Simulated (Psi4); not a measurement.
# HF/def2-SVPD (core potential) run of CH3In (SMILES C[In])

Aim: the vertical electron affinity of CH3In at HF/def2-SVPD (core potential), from 2 runs. 

The calculation is run with Psi4 1.11.

4 further runs of the same task are left out: 4 that didn't finish.

## Step 1: The structure to begin with

CH3In has 5 atoms, charge 0, and is taken as a singlet. As SMILES, `C[In]`. The coordinates come from a PBE0-D4/def2-TZVP relaxation.

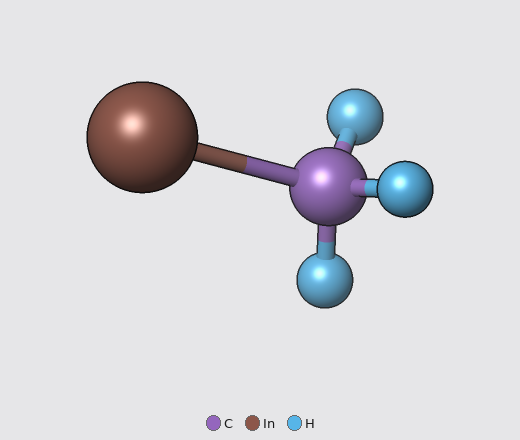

Viewed from a chosen angle; carbon purple, indium brown, hydrogen blue.

## Step 2: Energy and forces at HF/def2-SVPD (core potential)

Contents of run.py:

```python
import psi4

psi4.set_memory('2200 MB')
psi4.set_num_threads(1)
psi4.core.set_output_file('output.dat', False)

m = psi4.geometry("""
0 1
C
In 1 2.237599
H 1 1.095905 2 111.2562
H 1 1.095905 3 107.62869 2 122.12592
H 1 1.0959 3 107.62891 4 115.74742
symmetry c1
no_reorient
no_com
""")

options = {'puream': True, 'e_convergence': 1e-09, 'd_convergence': 1e-08, 'scf_type': 'pk'}
psi4.set_options(options)

e = psi4.gradient("hf/def2-SVPD")
print('gradient / Eh bohr^-1')
print(e.np.round(6))
```

On the command line:

```sh
python run.py
```

output.dat:

```text
[...]
    !!!  WARNING: ECP capability is in beta. Please check occupations closely.  !!!
[...]
  Running in c1 symmetry.
[...]
  Nuclear repulsion =   51.184427394875740
[...]
  Multiplicity = 1
[...]
  Nalpha       = 15
  Nbeta        = 15
[...]
    Number of basis functions: 76
[...]
   @RHF iter   1:  -228.63642980229835   -1.10051e+00   6.55213e-03 ADIIS/DIIS
[...]
   @RHF iter  10:  -228.78455716326317   -3.77156e-11   9.99722e-09 DIIS
[...]
    Orbital Energies [Eh]
    ---------------------
    Doubly Occupied:
       1A    -11.190270     2A     -5.363937     3A     -3.620609
       4A     -3.620609     5A     -3.610392     6A     -1.008484
       7A     -1.008484     8A     -1.002734     9A     -0.997327
      10A     -0.997327    11A     -0.880878    12A     -0.522841
      13A     -0.522839    14A     -0.450887    15A     -0.269030
[...]
  @RHF Final Energy:  -228.78455716326317
   => Energetics <=
    Nuclear Repulsion Energy =             51.1844273948757404
    One-Electron Energy =                -489.8046740088406068
    Two-Electron Energy =                 209.8356894507016932
    Total Energy =                       -228.7845571632631732
[...]
 Multipole Moments:
 ------------------------------------------------------------------------------------
     Multipole            Electronic (a.u.)      Nuclear  (a.u.)        Total (a.u.)
 ------------------------------------------------------------------------------------
 L = 1.  Multiply by 2.5417464519 to convert [e a0] to [Debye]
 Dipole X            :          0.0000194           -0.0000178            0.0000016
 Dipole Y            :         -0.0000007           -0.0000002           -0.0000009
 Dipole Z            :         25.0323381          -25.1162645           -0.0839263
 Magnitude           :                                                    0.0839263
[...]
  -Total Gradient:
     Atom            X                  Y                   Z
    ------   -----------------  -----------------  -----------------
       1        0.000002805660    -0.000001146932     0.003933622430
       2       -0.000000029920     0.000000006308    -0.005364504521
       3       -0.000000122943     0.000222256580     0.000476665834
       4       -0.000192187546    -0.000111251524     0.000476547448
       5        0.000189534749    -0.000109864432     0.000477668809
[...]
```

On the terminal:

```text
gradient / Eh bohr^-1
[[ 3.000e-06 -1.000e-06  3.934e-03]
 [-0.000e+00  0.000e+00 -5.365e-03]
 [-0.000e+00  2.220e-04  4.770e-04]
 [-1.920e-04 -1.110e-04  4.770e-04]
 [ 1.900e-04 -1.100e-04  4.780e-04]]
```

Run time: 19 s. Hardware: 1 thread of Intel Xeon at 2.50GHz (Skylake/Cascade Lake), shared host; peak memory 0.25 GiB.

## Step 3: The doublet anion: the energy at UHF/def2-SVPD (core potential)

Contents of ch3in.xyz:

```xyz
5
CH3In
C     -0.182770     0.073150    -0.070580
In     1.772750    -0.709460     0.684610
H     -0.972960    -0.040920     0.680150
H     -0.502560    -0.460530    -0.972760
H     -0.114460     1.137770    -0.321410
```

Contents of run_ase.py:

```python
import numpy as np
from ase.calculators.psi4 import Psi4
from ase.io import read

mol = read('ch3in.xyz')
calc = Psi4(atoms=mol, method='scf', basis='def2-SVPD', memory='2200MB', num_threads=1, charge=-1, multiplicity=2, label='ch3in', reference='uhf')
calc.psi4.set_options({'puream': True, 'e_convergence': 1e-09, 'd_convergence': 1e-08, 'scf_type': 'pk', 'maxiter': 100})
mol.calc = calc

print(f'energy: {mol.get_potential_energy():.6f} eV')
```

On the command line:

```sh
python run_ase.py
```

ch3in.dat:

```text
[...]
    !!!  WARNING: ECP capability is in beta. Please check occupations closely.  !!!
[...]
  Running in c1 symmetry.
[...]
  Nuclear repulsion =   51.184425989980873
[...]
  Multiplicity = 2
[...]
  Nalpha       = 16
  Nbeta        = 15
[...]
    Number of basis functions: 76
[...]
   @UHF iter   1:  -228.53139583953816   -1.00187e+00   7.54257e-03 DIIS/ADIIS
[...]
   @UHF iter  62:  -228.76586075094991    2.06342e-11   4.79675e-09 DIIS
[...]
   @S^2 Observed:                7.766136540E-01
[...]
    Orbital Energies [Eh]
    ---------------------
    Alpha Occupied:
       1A    -11.024180     2A     -5.150083     3A     -3.408042
       4A     -3.404153     5A     -3.399378     6A     -0.797324
       7A     -0.791535     8A     -0.789751     9A     -0.788273
      10A     -0.782084    11A     -0.713557    12A     -0.361405
      13A     -0.360749    14A     -0.275369    15A     -0.090830
      16A      0.001788
    Alpha Virtual:
      17A      0.192147    18A      0.201355    19A      0.239430
      20A      0.258226    21A      0.259067    22A      0.273666
      23A      0.273972    24A      0.275553    25A      0.366364
[...]
  @UHF Final Energy:  -228.76586075094991
   => Energetics <=
    Nuclear Repulsion Energy =             51.1844259899808733
    One-Electron Energy =                -495.6871592446943282
    Two-Electron Energy =                 215.7368725037635500
    Total Energy =                       -228.7658607509499120
  UHF NO Occupations:
  HONO-2 :   14  A 1.9997104
  HONO-1 :   15  A 1.9870234
[...]
 Multipole Moments:
 ------------------------------------------------------------------------------------
     Multipole            Electronic (a.u.)      Nuclear  (a.u.)        Total (a.u.)
 ------------------------------------------------------------------------------------
 L = 1.  Multiply by 2.5417464519 to convert [e a0] to [Debye]
 Dipole X            :         21.4938702          -21.9500307           -0.4561605
 Dipole Y            :         -8.6263036            8.7845070            0.1582034
 Dipole Z            :          8.2719478           -8.4767504           -0.2048026
 Magnitude           :                                                    0.5244567
[...]
```

Standard output:

```text
energy: -6225.036146 eV
```

Run time: 19 s. Hardware: 1 thread of Intel Xeon at 2.50GHz (Skylake/Cascade Lake), shared host; peak memory 0.26 GiB.

## Step 4: Outcome

At HF/def2-SVPD (core potential):

```
                                         quantity          value
                      singlet CH3In: total energy  -228.78456 Eh
                     singlet CH3In: dipole moment         0.21 D
                       singlet CH3In: HOMO energy       -7.32 eV
                       singlet CH3In: LUMO energy        0.91 eV
                     singlet CH3In: HOMO–LUMO gap        8.23 eV
          singlet CH3In: largest force on an atom     0.276 eV/Å
                      doublet anion: total energy  -228.76586 Eh
doublet anion: HOMO energy (highest over α and β)        0.05 eV
 doublet anion: LUMO energy (lowest over α and β)        5.23 eV
                              doublet anion: ⟨S²⟩          0.777
vertical electron affinity (to the doublet anion)      -0.509 eV
```

The anion lies 0.51 eV (49.1 kJ/mol) above the neutral: the electron isn't bound at this level, and such a value depends on the basis. Hartree–Fock misses the correlation that binds many anions. The largest force (singlet CH3In) is 0.28 eV/Å: the shape isn't a stationary point for this species at this level. The HOMO (doublet anion) lies at positive energy, 0.05 eV: the electron is unbound at this level or held by a compact basis; values depend on the basis.
